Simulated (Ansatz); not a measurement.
**Ga₄O₆: density, localisation and related maps**

```yaml
atoms:
  - { symbol: Ga, position_ang: [0.6977, 1.2734, -0.4098] }
  - { symbol: Ga, position_ang: [-1.1425, 0.2270, -1.9668] }
  - { symbol: Ga, position_ang: [1.0012, -0.7458, 2.5181] }
  - { symbol: Ga, position_ang: [-0.6375, -1.5918, -0.1143] }
  - { symbol: O, position_ang: [0.4687, 1.0234, 1.5115] }
  - { symbol: O, position_ang: [-0.6128, 1.9291, -1.5769] }
  - { symbol: O, position_ang: [1.8802, 1.5243, 0.9721] }
  - { symbol: O, position_ang: [0.5201, -0.4829, -1.1917] }
  - { symbol: O, position_ang: [-0.1089, -1.9785, 1.5121] }
  - { symbol: O, position_ang: [-2.0662, -1.1782, -1.2542] }
```

Geometry: PBE-D4/def2-SVP.

Method: RKS PBE0-D4/def2-TZVP (Ansatz 0.2.0).

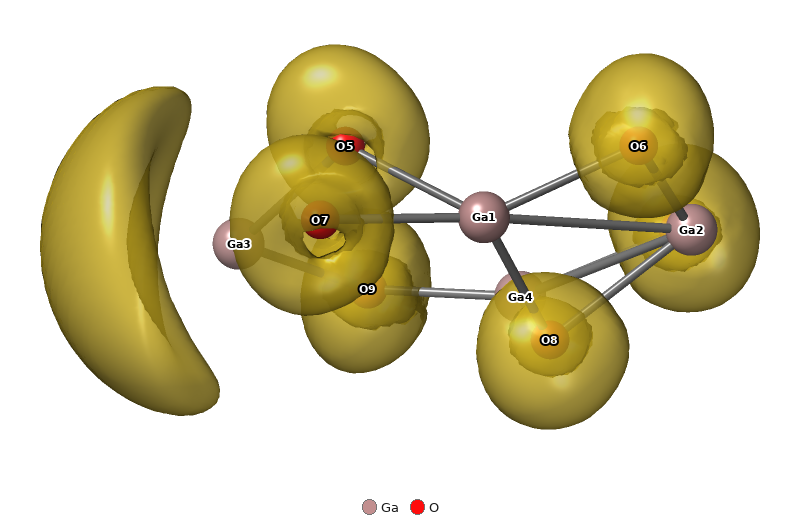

Figure 1. Isosurface of the ELF at 0.75 (yellow), seen from one side. Core shells and regions of very low density are left out.

### Describe the localisation domains.

At this value the surface marks out one lobe on Ga, pointing away from the bonds (lone pairs) and six regions wrapped around O (the valence shell of each).


Ga–O (1.75 Å): the ELF peaks at about 0.80 in the valence shell of O, 0.6 Å from its nucleus, and is about 0.25 at the midpoint. Ga–Ga (2.63 Å): the ELF is about 0.15 at the midpoint.

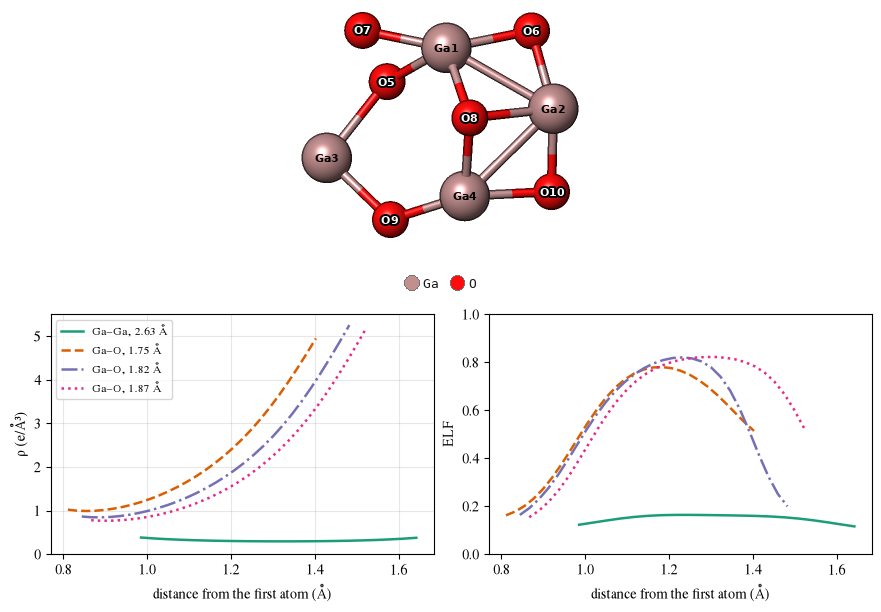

Figure 2. Electron density and electron localisation function along straight lines between neighbouring atoms. The curves leave out the atomic cores. The structure is drawn too.

### Compare the contacts.

Ga–Ga (2.63 Å): the density is about 0.29 e/Å³ at the midpoint; the ELF is about 0.15 at the midpoint.
Ga–O (1.75 Å): ρ is about 1 e/Å³ halfway; the ELF peaks at about 0.80 in the valence shell of O, 0.6 Å from its nucleus, and is about 0.25 at the midpoint.
Ga–O (1.82 Å): ρ at the midpoint is about 0.85 e/Å³; the ELF peaks at about 0.80 in the valence shell of O, 0.6 Å from its nucleus, and is about 0.30 at the midpoint.
Ga–O (1.87 Å): ρ is about 0.78 e/Å³ halfway; the ELF peaks at about 0.80 in the valence shell of O, 0.6 Å from its nucleus, and is about 0.25 at the midpoint.

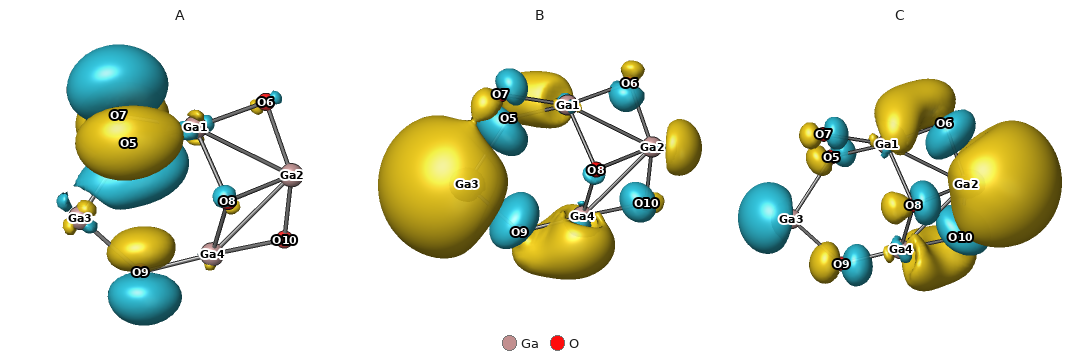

Figure 3. Three frontier orbitals at ±0.06 Å⁻³ᐟ² (yellow and cyan are the two phases), in no order.

### Which picture is the HOMO−1, the HOMO and the LUMO?

A is the HOMO−1 (−7.67 eV). It lies mainly on O7 (about 45 %), O5 (about 35 %) and O9 (about 5 %); largely a combination of lone pairs on O7, O5 and O9. B is the HOMO (−6.08 eV). Its weight (Hirshfeld) is mainly on Ga3 (about 65 %), O5 (about 10 %), O9 (about 10 %) and Ga4 (about 5 %). C is the LUMO (−4.22 eV). Its weight (Hirshfeld) is mainly on Ga2 (about 60 %), O6 (about 10 %) and O10 (about 10 %).

### What is the HOMO–LUMO gap?

1.86 eV between the orbital energies.
